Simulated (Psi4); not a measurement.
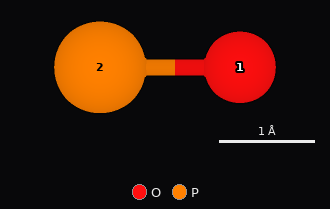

**Figure 1.** The input geometry (ball-and-stick view, seen on its broad side; atoms are numbered from 1 in the order of the input).

# PO: geometry relaxation (part 1 of 2)

PO (Phosphorus monoxide), multiplicity 2, SMILES O=[P], computed with PBE0/pcseg-2, UKS (Psi4 1.11).

The geometry comes from this level: PBE0-D4/def2-TZVP.

## Input file (job.in)
```
memory 1600 mb

molecule mol {
  0 2
  O      0.000000     0.000000    -0.009450
  P      0.000000     0.000000     1.464540
  symmetry c1
}

set basis pcseg-2
set reference uks
set puream true
set scf_type pk
set dft_radial_points 99
set dft_spherical_points 590
set g_convergence gau_tight
set geom_maxiter 50
set maxiter 100

E, wfn = opt("pbe0", return_wfn=True)
```

Command:
```bash
psi4 job.in job.out -n 1
```

## Log
```
Psi4 1.11 release

gradient() will perform analytic gradient computation.

   => Loading Basis Set <=

    Name: PCSEG-2
    Role: ORBITAL
    Keyword: BASIS

         ---------------------------------------------------------
                                   SCF
                              UKS Reference
                        1 Threads,   1525 MiB Core
         ---------------------------------------------------------

  ==> Geometry <==

    Molecular point group: c1
    Full point group: C_inf_v

    Geometry (in Angstrom), charge = 0, multiplicity = 2:

       Center              X                  Y                   Z               Mass
    ------------   -----------------  -----------------  -----------------  -----------------
         O            0.000000000000     0.000000000000    -0.972031122345    15.994914619570
         P            0.000000000000     0.000000000000     0.501958877655    30.973761998420

  Running in c1 symmetry.

  Rotational constants: A = ************  B =      0.73560  C =      0.73560 [cm^-1]
  Rotational constants: A = ************  B =  22052.63887  C =  22052.63887 [MHz]
  Nuclear repulsion =   43.081204947387704

  Charge       = 0
  Multiplicity = 2
  Electrons    = 23
  Nalpha       = 12
  Nbeta        = 11

  ==> Algorithm <==

  SCF Algorithm Type is PK.
  DIIS enabled.
  MOM disabled.
  Fractional occupation disabled.
  Guess Type is SAD.
  Energy threshold   = 1.00e-08
  Density threshold  = 1.00e-08
  Integral threshold = 1.00e-12

  ==> Primary Basis <==

  Basis Set: PCSEG-2
    Blend: PCSEG-2
    Number of shells: 22
    Number of basis functions: 64
    Number of Cartesian functions: 74
    Spherical Harmonics?: true
    Max angular momentum: 3

  ==> DFT Potential <==

   => LibXC <=

    Version 7.1.2

   => Composite Functional: PBE0 <=

    PBE0 Hyb-GGA Exchange-Correlation Functional

    Deriv               =              1
    GGA                 =           TRUE
    Meta                =          FALSE

    Exchange Hybrid     =           TRUE
    MP2 Hybrid          =          FALSE

   => Exchange Functionals <=

    0.7500   Perdew, Burke & Ernzerhof

   => Exact (HF) Exchange <=

    0.2500               HF

   => Correlation Functionals <=

    1.0000   Perdew, Burke & Ernzerhof

   => LibXC Density Thresholds  <==

    XC_HYB_GGA_XC_PBEH:  1.00E-15

   => Molecular Quadrature <=

    Radial Scheme          =       TREUTLER
    Pruning Scheme         =           NONE
    Nuclear Scheme         =       TREUTLER

    Blocking Scheme        =         OCTREE
    BS radius alpha        =              1
    Pruning alpha          =              1
    Radial Points          =             99
    Spherical Points       =            590
    Total Points           =         111482
    Total Blocks           =            908
    Max Points             =            256
    Max Functions          =             64
    Weights Tolerance      =       1.00E-15

  ==> Integral Setup <==

  Using in-core PK algorithm.
   Calculation information:
      Number of atoms:                   2
      Number of AO shells:              22
      Number of primitives:             49
      Number of atomic orbitals:        74
      Number of basis functions:        64

      Integral cutoff                 1.00e-12
      Number of threads:                 1

  Performing in-core PK
  Using 4328480 doubles for integral storage.
  We computed 31860 shell quartets total.
  Whereas there are 32131 unique shell quartets.

  ==> DiskJK: Disk-Based J/K Matrices <==

    J tasked:                  Yes
    K tasked:                  Yes
    wK tasked:                  No
    Memory [MiB]:              959
    Schwarz Cutoff:          1E-12

  Cached 100.0% of DFT collocation blocks in 0.181 [GiB].

  Minimum eigenvalue in the overlap matrix is 7.0131288440E-03.
  Reciprocal condition number of the overlap matrix is 1.6984590008E-03.
    Using symmetric orthogonalization.

  ==> Pre-Iterations <==

  SCF Guess: Superposition of Atomic Densities via on-the-fly atomic UHF (no occupation information).

   -------------------------
    Irrep   Nso     Nmo
   -------------------------
     A         64      64
   -------------------------
    Total      64      64
   -------------------------

  ==> Iterations <==

                        Total Energy        Delta E     RMS |[F,P]|

   @UKS iter SAD:  -415.94372715598109   -4.15944e+02   0.00000e+00
   @UKS iter   1:  -416.18167500365195   -2.37948e-01   1.10536e-02 ADIIS/DIIS
   @UKS iter   2:  -414.75236820762757    1.42931e+00   2.79418e-02 ADIIS/DIIS
   @UKS iter   3:  -416.37260784734690   -1.62024e+00   1.74962e-03 ADIIS/DIIS
   @UKS iter   4:  -416.37602607266052   -3.41823e-03   6.25307e-04 ADIIS/DIIS
   @UKS iter   5:  -416.37670556497761   -6.79492e-04   1.96321e-04 ADIIS/DIIS
   @UKS iter   6:  -416.37677397129687   -6.84063e-05   4.89183e-05 DIIS
   @UKS iter   7:  -416.37677819845237   -4.22716e-06   6.78561e-06 DIIS
   @UKS iter   8:  -416.37677835160372   -1.53151e-07   2.53818e-06 DIIS
   @UKS iter   9:  -416.37677838628377   -3.46801e-08   6.69274e-07 DIIS
   @UKS iter  10:  -416.37677839334816   -7.06439e-09   3.54157e-07 DIIS
   @UKS iter  11:  -416.37677839544995   -2.10179e-09   1.56533e-07 DIIS
   @UKS iter  12:  -416.37677839555113   -1.01181e-10   1.07162e-08 DIIS
   @UKS iter  13:  -416.37677839555158   -4.54747e-13   1.16323e-09 DIIS
  Energy and wave function converged.

  ==> Post-Iterations <==

   Electrons on quadrature grid:
      Nalpha   =   12.0000000196 ; deviation = 1.957e-08
      Nbeta    =   11.0000000156 ; deviation = 1.558e-08
      Ntotal   =   23.0000000351 ; deviation = 3.515e-08

   @Spin Contamination Metric:   4.581822882E-03
   @S^2 Expected:                7.500000000E-01
   @S^2 Observed:                7.545818229E-01
   @S   Expected:                5.000000000E-01
   @S   Observed:                5.000000000E-01

    Orbital Energies [Eh]
    ---------------------

    Alpha Occupied:

       1A    -77.254793     2A    -19.240550     3A     -6.671147
       4A     -4.808767     5A     -4.806529     6A     -4.801907
       7A     -1.056687     8A     -0.577796     9A     -0.428658
      10A     -0.410118    11A     -0.408216    12A     -0.214229

    Alpha Virtual:

      13A     -0.124614    14A      0.018481    15A      0.187617
      16A      0.192015    17A      0.231631    18A      0.308997
      19A      0.387324    20A      0.391680    21A      0.401498
      22A      0.445160    23A      0.448441    24A      0.555303
      25A      0.558913    26A      0.628076    27A      0.954707
      28A      1.369916    29A      1.370691    30A      1.376042
      31A      1.384489    32A      1.387114    33A      1.571154
      34A      1.571269    35A      1.699574    36A      1.700349
      37A      1.872258    38A      1.885105    39A      1.886907
      40A      2.105292    41A      2.109657    42A      2.203937
      43A      2.556580    44A      2.557140    45A      2.830773
      46A      3.161306    47A      3.161983    48A      3.335548
      49A      3.400917    50A      3.409434    51A      3.844360
      52A      3.976204    53A      3.976233    54A      4.121437
      55A      4.121838    56A      4.447725    57A      4.451446
      58A      5.051072    59A      6.035031    60A      6.035890
      61A      6.411504    62A      6.412175    63A      6.742949
      64A     19.613322

    Beta Occupied:

       1A    -77.251452     2A    -19.233116     3A     -6.667571
       4A     -4.806796     5A     -4.800265     6A     -4.793851
       7A     -1.042770     8A     -0.548397     9A     -0.405560
      10A     -0.390847    11A     -0.382156

    Beta Virtual:

      12A     -0.113037    13A     -0.077527    14A      0.029761
      15A      0.198890    16A      0.217704    17A      0.243444
      18A      0.316535    19A      0.393989    20A      0.407903
      21A      0.409814    22A      0.487780    23A      0.488778
      24A      0.560305    25A      0.586331    26A      0.634603
      27A      0.967066    28A      1.380493    29A      1.383596
      30A      1.387131    31A      1.394079    32A      1.422893
      33A      1.572705    34A      1.596872    35A      1.741385
      36A      1.741433    37A      1.878706    38A      1.906821
      39A      1.907480    40A      2.112713    41A      2.133040
      42A      2.215913    43A      2.558568    44A      2.580347
      45A      2.838767    46A      3.171550    47A      3.172228
      48A      3.343980    49A      3.401488    50A      3.421508
      51A      3.853401    52A      3.988214    53A      3.988218
      54A      4.130356    55A      4.130435    56A      4.449133
      57A      4.466417    58A      5.059588    59A      6.058870
      60A      6.058992    61A      6.414778    62A      6.434903
      63A      6.750346    64A     19.620602

    Final Occupation by Irrep:
              A
    DOCC [    11 ]
    SOCC [     1 ]
    NA   [    12 ]
    NB   [    11 ]

  @UKS Final Energy:  -416.37677839555158

   => Energetics <=

    Nuclear Repulsion Energy =             43.0812049473877039
    One-Electron Energy =                -660.9735879427457803
    Two-Electron Energy =                 225.3992840558191233
    DFT Exchange-Correlation Energy =     -23.8836794560126826
    Empirical Dispersion Energy =           0.0000000000000000
    VV10 Nonlocal Energy =                  0.0000000000000000
    Total Energy =                       -416.3767783955515824

  UHF NO Occupations:
  HONO-2 :   10  A 1.9992821
  HONO-1 :   11  A 1.9985915
  HONO-0 :   12  A 1.0000000
  LUNO+0 :   13  A 0.0014085
  LUNO+1 :   14  A 0.0007179
  LUNO+2 :   15  A 0.0001112
  LUNO+3 :   16  A 0.0000453

Computation Completed

Properties will be evaluated at   0.000000,   0.000000,   0.000000 [a0]

Properties computed using the SCF density matrix

 Multipole Moments:

 ------------------------------------------------------------------------------------
     Multipole            Electronic (a.u.)      Nuclear  (a.u.)        Total (a.u.)
 ------------------------------------------------------------------------------------

 L = 1.  Multiply by 2.5417464519 to convert [e a0] to [Debye]
 Dipole X            :          0.0000000            0.0000000            0.0000000
 Dipole Y            :          0.0000000            0.0000000            0.0000000
 Dipole Z            :          1.3259293           -0.4665088            0.8594206
 Magnitude           :                                                    0.8594206

 ------------------------------------------------------------------------------------

	total time  =          9 seconds =       0.15 minutes

         ------------------------------------------------------------
                                   SCF GRAD
         ------------------------------------------------------------

  ==> Geometry <==

    Molecular point group: c1
    Full point group: C_inf_v

    Geometry (in Angstrom), charge = 0, multiplicity = 2:

       Center              X                  Y                   Z               Mass
    ------------   -----------------  -----------------  -----------------  -----------------
         O            0.000000000000     0.000000000000    -0.972031122345    15.994914619570
         P            0.000000000000     0.000000000000     0.501958877655    30.973761998420

  Nuclear repulsion =   43.081204947387704

  ==> Basis Set <==

  Basis Set: PCSEG-2
    Blend: PCSEG-2
    Number of shells: 22
    Number of basis functions: 64
    Number of Cartesian functions: 74
    Spherical Harmonics?: true
    Max angular momentum: 3

  ==> DirectJKGrad: Integral-Direct SCF Gradients <==

    Gradient:                    1
    J tasked:                  Yes
    K tasked:                  Yes
    wK tasked:                  No
    Integrals threads:           1
    Schwarz Cutoff:          1E-12

   => Molecular Quadrature <=

    Radial Scheme          =       TREUTLER
    Pruning Scheme         =           NONE
    Nuclear Scheme         =       TREUTLER

    Blocking Scheme        =         OCTREE
    BS radius alpha        =              1
    Pruning alpha          =              1
    Radial Points          =             99
    Spherical Points       =            590
    Total Points           =         111482
    Total Blocks           =            908
    Max Points             =            256
    Max Functions          =             64
    Weights Tolerance      =       1.00E-15

  -Total Gradient:
     Atom            X                  Y                   Z
    ------   -----------------  -----------------  -----------------
       1       -0.000000000172    -0.000000000020    -0.000578081479
       2        0.000000000172     0.000000000020     0.000576721365

	total time  =          2 seconds =       0.03 minutes

    			-----------------------------------------

    			 OPTKING 3.0: for geometry optimizations

    			        with contributions from

    			-----------------------------------------

	                            ===> Fragment 1 <==

	 Z (Atomic Numbers)          Masses                          Geom
	       8.000000            15.994915          0.00000000  0.00000000 -1.83687261
	      15.000000            30.973762          0.00000000  0.00000000  0.94856481

	 - Coordinate -           - BOHR/RAD -       - ANG/DEG -
	 R(1,2)           =         2.785437           1.473990

	        --- Internal Coordinate Step in ANG or DEG, aJ/ANG or AJ/DEG ---
	-------------------------------------------------------------------------------
	           Coordinate      Previous         Force          Change          New
	           ----------      --------        ------          ------        ------
	               R(1,2)       1.47399       -0.00476       -0.00036       1.47363
	-------------------------------------------------------------------------------

	                                 ==> Convergence Check <==

	Measures of convergence in internal coordinates in au.

	Criteria marked as inactive (o), active & met (*), and active & unmet ( ).

	----------------------------------------------------------------------------------------------~
	   Step    Total Energy     Delta E     Max Force     RMS Force      Max Disp      RMS Disp   ~
	----------------------------------------------------------------------------------------------~
	  Convergence Criteria              o    1.50e-05 *    1.00e-05 *    6.00e-05 *    4.00e-05 *~
	----------------------------------------------------------------------------------------------~
	     1    -416.37677840   -4.16e+02 o    5.77e-04      5.77e-04      6.72e-04      6.72e-04    ~
	----------------------------------------------------------------------------------------------

Next Geometry in Ang
	Fragment 1 (Ang)

	    O   0.0000000000   0.0000000000  -0.9718534332
	    P   0.0000000000   0.0000000000   0.5017811885

    Structure for next step:
    Molecular point group: c1
    Full point group: C_inf_v

    Geometry (in Angstrom), charge = 0, multiplicity = 2:

    O            0.000000000000     0.000000000000    -0.971796766104
    P            0.000000000000     0.000000000000     0.501837855608

gradient() will perform analytic gradient computation.

  ==> Geometry <==

    Molecular point group: c1
    Full point group: C_inf_v

    Geometry (in Angstrom), charge = 0, multiplicity = 2:

       Center              X                  Y                   Z               Mass
    ------------   -----------------  -----------------  -----------------  -----------------
         O            0.000000000000     0.000000000000    -0.971796766104    15.994914619570
         P            0.000000000000     0.000000000000     0.501837855608    30.973761998420

  Running in c1 symmetry.

  Rotational constants: A = ************  B =      0.73595  C =      0.73595 [cm^-1]
  Rotational constants: A = ************  B =  22063.27648  C =  22063.27648 [MHz]
  Nuclear repulsion =   43.091594310284130

  Charge       = 0
  Multiplicity = 2
  Electrons    = 23
  Nalpha       = 12
  Nbeta        = 11

  ==> Algorithm <==

  SCF Algorithm Type is PK.
  DIIS enabled.
  MOM disabled.
  Fractional occupation disabled.
  Guess Type is READ.
  Energy threshold   = 1.00e-08
  Density threshold  = 1.00e-08
  Integral threshold = 1.00e-12

   => Molecular Quadrature <=

    Radial Scheme          =       TREUTLER
    Pruning Scheme         =           NONE
    Nuclear Scheme         =       TREUTLER

    Blocking Scheme        =         OCTREE
    BS radius alpha        =              1
    Pruning alpha          =              1
    Radial Points          =             99
    Spherical Points       =            590
    Total Points           =         111482
    Total Blocks           =            909
    Max Points             =            255
    Max Functions          =             64
    Weights Tolerance      =       1.00E-15

   => Loading Basis Set <=

    Name: PCSEG-2
    Role: ORBITAL
    Keyword: BASIS

  Reading orbitals from file scr/job.mol.4444.180.npy, no projection.

  ==> DiskJK: Disk-Based J/K Matrices <==

    J tasked:                  Yes
    K tasked:                  Yes
    wK tasked:                  No
    Memory [MiB]:              959
    Schwarz Cutoff:          1E-12

  Cached 100.0% of DFT collocation blocks in 0.181 [GiB].
```
